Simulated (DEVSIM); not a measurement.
Device: abrupt Si p-n junction, at 300 K.

| layer (left to right) | material | thickness (μm) | Nd (cm⁻³) | Na (cm⁻³) | τn (s) | τp (s) |
|---|---|---|---|---|---|---|
| 1 | Si | 37.0 | - | 1.7e17 | 0.00099 | 0.00099 |
| 2 | Si | 100 | 1.3e17 | - | 0.00099 | 0.00099 |

Left contact: ohmic. Right contact: ohmic. Voltage is applied to the left contact. Recombination: SRH at mid-gap, radiative, Auger. Mobility is constant in doping.

This is a model device: material constants are rounded textbook-type values typed into the input, and sizes, dopings and lifetimes were drawn at random. Values at 300 K.

| parameter | Si |
|---|---|
| gap (eV) | 1.124 |
| affinity (eV) | 4.05 |
| permittivity | 11.7 |
| Nc (cm⁻³) | 2.86e19 |
| Nv (cm⁻³) | 3.1e19 |
| μn (cm²/Vs) | 1417 |
| μp (cm²/Vs) | 470 |
| B (cm³/s) | 4.7e-15 |
| Cn (cm⁶/s) | 2.8e-31 |
| Cp (cm⁶/s) | 9.9e-32 |

DEVSIM, 1D drift-diffusion, Boltzmann statistics, complete ionisation; no tunnelling, impact ionisation, image-force lowering or self-heating.

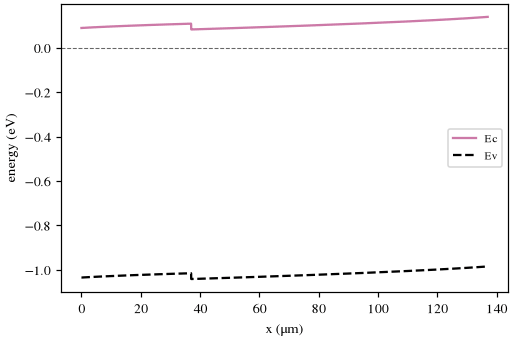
*Band edges at 0.9 V on the left contact*

Energies count from the Fermi level of the right contact; mesh points crowd at the junctions.

```
x (μm)   Ec (eV)  Ev (eV)  n (cm⁻³)  p (cm⁻³)  field (V/cm)
-------  -------  -------  --------  --------  ------------
0.000      0.089   -1.035       680    1.7e17           ≈ 0
0.06101    0.089   -1.034    1.8e14    1.7e17           ≈ 0
0.2649     0.090   -1.034    7.9e14    1.7e17           ≈ 0
0.9985     0.090   -1.034    2.9e15    1.7e17           ≈ 0
5.416      0.093   -1.031    1.5e16    1.9e17           ≈ 0
18.46      0.101   -1.023    4.5e16    2.2e17           ≈ 0
31.57      0.107   -1.017    7.1e16    2.4e17           ≈ 0
36.00      0.108   -1.016    7.9e16    2.5e17           ≈ 0
36.72      0.109   -1.015    8.1e16    2.5e17           ≈ 0
36.94      0.109   -1.015    8.1e16    2.5e17           ≈ 0
37.00      0.098   -1.026    1.2e17    1.6e17        -15000
37.09      0.083   -1.041    2.2e17    9.2e16           ≈ 0
37.39      0.083   -1.041    2.2e17    9.2e16           ≈ 0
38.46      0.083   -1.041    2.2e17    9.1e16           ≈ 0
44.54      0.086   -1.038    2.2e17    8.7e16           ≈ 0
63.78      0.094   -1.030    2.1e17    7.6e16           ≈ 0
109.9      0.119   -1.005    1.7e17    3.8e16           ≈ 0
129.1      0.132   -0.992    1.4e17    1.4e16           ≈ 0
135.5      0.138   -0.986    1.3e17    2.8e15           ≈ 0
136.6      0.139   -0.985    1.3e17    7.8e14           ≈ 0
136.9      0.139   -0.985    1.3e17    2.0e14           ≈ 0
137.0      0.139   -0.985    1.3e17       890           ≈ 0
```
